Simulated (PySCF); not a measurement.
C₄H₇N₂, doublet, SMILES `C=CN[CH]N=C`.

PySCF calculation, PBE0/aug-cc-pVDZ, gas phase; geometry: GFN2-xTB. No frequency check shows the geometry to be a minimum. The stability of the open-shell solution wasn't checked. GFN2-xTB doesn't know the spin state, so this open-shell geometry is rough.

Input

```python
import numpy as np
from pyscf import gto, scf, dft
from pyscf.scf import atom_ks, atom_hf
from scipy.linalg import block_diag

def solve(mol, dm0=None, hcore=None):
    mf = (dft.UKS if mol.spin else dft.RKS)(mol, xc='pbe0')
    mf.grids.level = 3
    mf = mf.density_fit(auxbasis='def2-universal-jkfit')
    mf.conv_tol, mf.max_cycle = 1e-8, 80
    if hcore is not None:
        mf.get_hcore = lambda *args: hcore
    mf.kernel(dm0)
    if not mf.converged:
        mf = mf.newton().run(mf.mo_coeff, mf.mo_occ, max_cycle=30)
    assert mf.converged, 'SCF not converged'
    return mf

mol = gto.M(atom='''
C     -2.94215    -0.21542     0.00000
C     -1.76247     0.41046     0.00000
N     -0.55887    -0.23274     0.00000
C      0.66520     0.34638     0.00000
N      1.72393    -0.43245     0.00000
C      2.93352     0.03981     0.00000
H     -3.01186    -1.28917     0.00000
H     -3.86202     0.33595     0.00000
H     -1.69495     1.48977     0.00000
H     -0.55777    -1.24558     0.00000
H      0.69611     1.43779     0.00000
H      3.16457     1.10416     0.00000
H      3.74589    -0.66405     0.00000
''', basis='aug-cc-pvdz', charge=0, spin=1, verbose=4)
field = np.array([-0.01, -0.0, -0.0])  # atomic units
mol.set_common_orig(mol.atom_charges() @ mol.atom_coords() / mol.atom_charges().sum())
mf = solve(mol)
out = dict(dm0=mf.make_rdm1(), d0=mf.dip_moment(unit='AU'), e0=mf.e_tot)
for name, sign in (('p', 1), ('m', -1)):
    h = mf.get_hcore() + sign * np.einsum('x,xij->ij', field, mol.intor('int1e_r'))
    mi = solve(mol, mf.make_rdm1(), h)
    out.update({'dm' + name: mi.make_rdm1(), 'd' + name: mi.dip_moment(unit='AU'), 'e' + name: mi.e_tot})
# spherically averaged free atoms, for the promolecule
atm = atom_ks.get_atm_nrks(mol, xc='pbe0')
pro = block_diag(*[(atm[a[0]][2] * atm[a[0]][3]) @ atm[a[0]][2].T for a in mol._atom])
np.savez('result.npz', pro=pro, **out)
```

Command:

```sh
OMP_NUM_THREADS=1 python input.py
```

The run took 3.4 min on 1 thread of Arm Neoverse V2, on a shared host, peak memory 0.97 GiB.

Partitions, critical points and surface values were worked out afterwards from this run's density.

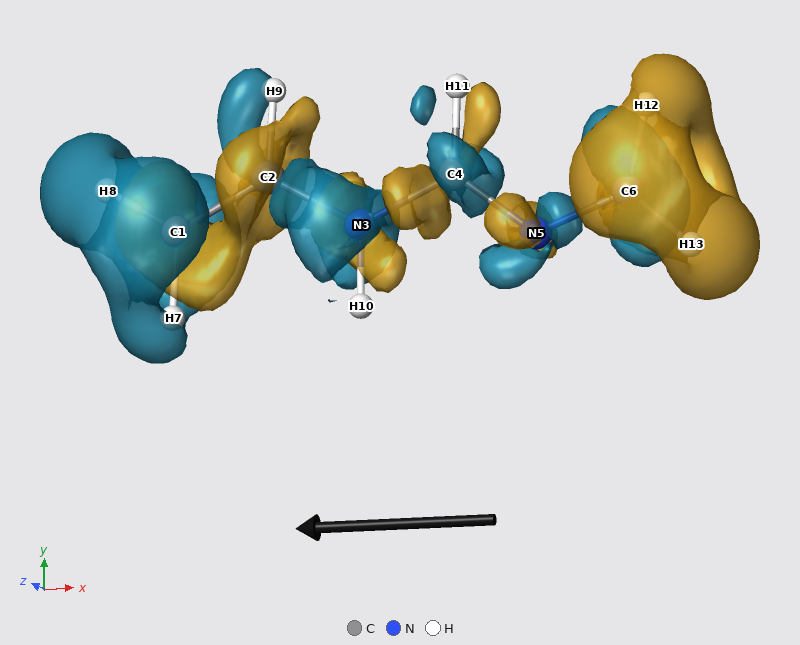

Change of the electron density in a uniform field of 0.51 V/Å along −x (arrow), surfaces at ±0.006 e/Å³ (yellow: gain, teal: loss).

Q: What dipole is induced, and what polarisability does it imply?

A: The induced dipole is 4.35 D (along the field); α along this axis, from the fields in both directions, is 167 bohr³ (24.8 Å³).

Q: Which atoms gain and lose the most charge?

A: Electrons gather most on C6 (Hirshfeld charge changes by −0.060 e) and leave C1 most (+0.056 e); 0.223 electrons are displaced in all.
